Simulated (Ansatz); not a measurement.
Diamond-structure Si, treated with LDA (Ansatz, a program for electronic structure, plane waves, PAW).

Run with plane-wave cutoff 520 eV, 12×12×12 k mesh, Fermi–Dirac smearing 0.01 eV, scalar-relativistic PAW data made under PBE.

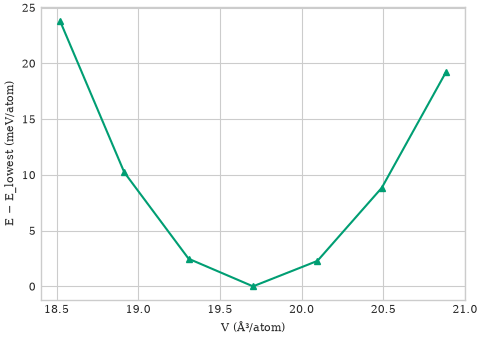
Fig. 1. Total energy against volume

### Question
From the curve, estimate the equilibrium volume and the bulk modulus.

### Answer
V0 ≈ 19.7 Å³/atom and B0 ≈ 96 GPa; the fit gives V0 = 19.704 Å³/atom, B0 = 96.4 GPa, B′ = 4.2.

Measured, for comparison: bulk modulus 101 GPa (0 K value with zero-point phonon effects removed; as tabulated in Sun et al. (2011), doi:10.1103/physrevb.84.035117); equilibrium volume per atom 19.91 Å³/atom (static lattice: zero-point anharmonic expansion removed; as tabulated in Mejia-Rodriguez and Trickey (2018), arXiv:1807.09216). Computed (rounded) less measured: bulk modulus -5 %, equilibrium volume per atom -1.1 %.

Static lattice: no zero-point or thermal effects.
